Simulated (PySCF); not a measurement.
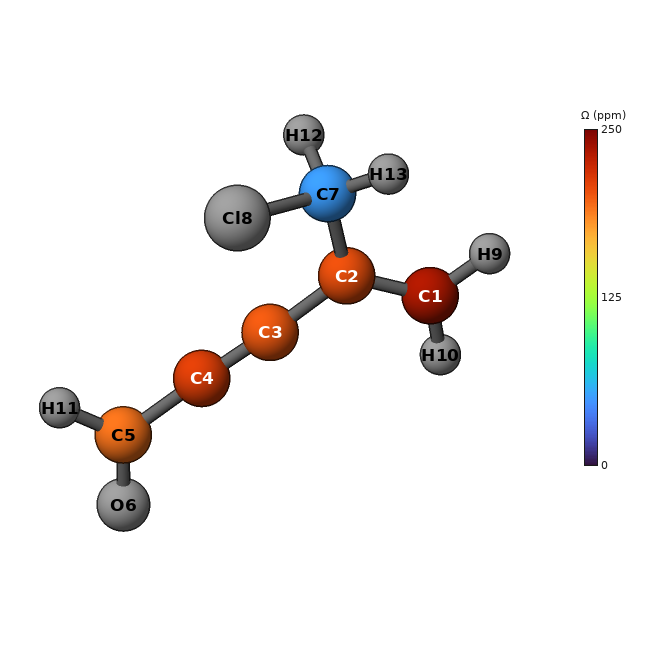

The C atoms are coloured by the span of their shielding tensor. Geometry: an image of a reaction path computed with GFN2-xTB, not a minimum. Properties computed with GIAO PBE0/pcSseg-1 NMR shielding, non-relativistic, gas phase (PySCF 2.14.0). Principal shieldings σ11 ≤ σ22 ≤ σ33, span Ω = σ33 − σ11, skew κ = 3(σiso − σ22)/Ω.

Which C atom has the most anisotropic shielding?

C1, with a span of 232 ppm.

Give the shielding tensors of the C atoms.

```csv
atom,σ11,σ22,σ33,σiso,Ω,κ
C1,−73.1,55.6,159.0,47.2,232.1,−0.11
C2,−60.2,68.8,143.3,50.6,203.5,−0.27
C3,22.3,24.0,222.1,89.4,199.8,0.98
C4,9.2,31.3,219.7,86.7,210.5,0.79
C5,−87.2,1.8,103.5,6.1,190.7,0.07
C7,107.1,139.1,158.2,134.8,51.1,−0.25
```

Shieldings and span in ppm.
